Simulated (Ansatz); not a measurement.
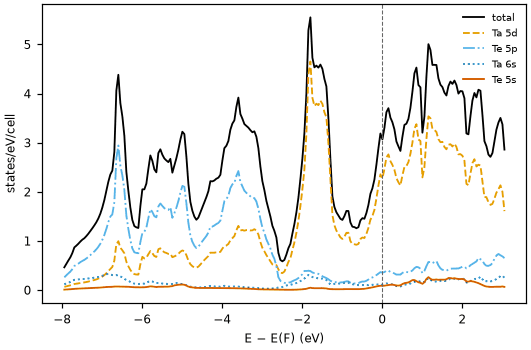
Figure: Total and projected density of states of TaTe in space group Cmcm (No. 63; Te on 4c, Ta on 4c), PBEsol in the plane-wave PAW code Ansatz

Which orbitals carry the states next to the Fermi level?

Within 0.5 eV of the Fermi level: Ta 5d 74 %, Te 5p 11 %, outside the projected shells 8 %. Projections are on Löwdin-orthogonalised atomic valence shells; empty p or d shells of many metals are not among them.

Where is the tallest occupied peak in this window, and what makes it?

Near -1.8 eV, about 5.6 states/eV per cell; the largest projected share is Ta 5d.

The start of the workflow was typed in or built on a structure type; neither database checked (COD, Materials Project) lists it. Whether it is the stable phase at ambient conditions was not checked. The cell was relaxed with PBEsol under the symmetry of its start; whether a distortion lowers the energy is not shown. No spin polarisation was allowed. Scalar-relativistic: spin–orbit coupling is off unless named, which matters more the heavier the elements.

Potentials: the earlier of the program's two PAW sets. The files were generated under PBE; for other functionals the program regenerates the frozen cores, and for LDA and PBEsol the local potential too.
